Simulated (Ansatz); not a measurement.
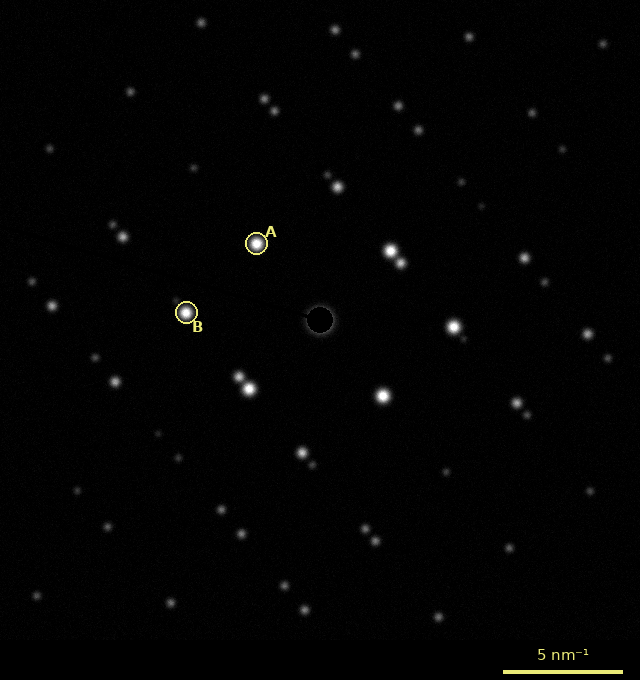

The pattern is a kinematic simulation for 200 kV electrons (no multiple scattering; isotropic B = 0.8 Å²). Two individuals of a reflection twin are superposed (a geometric construction: whether this twin forms is not tested; the second individual is smaller and so fainter). Crystal: NdC, space group Cmcm (No. 63), a = 3.54 Å, b = 9.34 Å, c = 3.48 Å, zone axis [011]. Structure: the input geometry of an electronic-structure calculation (not necessarily at equilibrium); the starting structure was generated, so it need not be a known form of this composition.

| atom | site | symmetry | x | y | z |
| --- | --- | --- | --- | --- | --- |
| Nd | 4c | m2m | 0.0000 | 0.1453 | 0.7500 |
| C | 4c | m2m | 0.0000 | 0.4360 | 0.7500 |

In the first individual spot A is -1 1 -1 and spot B is -2 0 0.

### Find the twin plane.

(1-11). The spot positions of the combined pattern are mirror-symmetric about the row through 1 -1 1 (d = 2.399 Å), which both individuals share, while a single individual has only symmetry 2mm without that mirror line. Friedel's law adds a mirror line at right angles, along which no low-index reflection lies.

### Which other reflections coincide?

Within the frame only the reflections of the common row coincide.
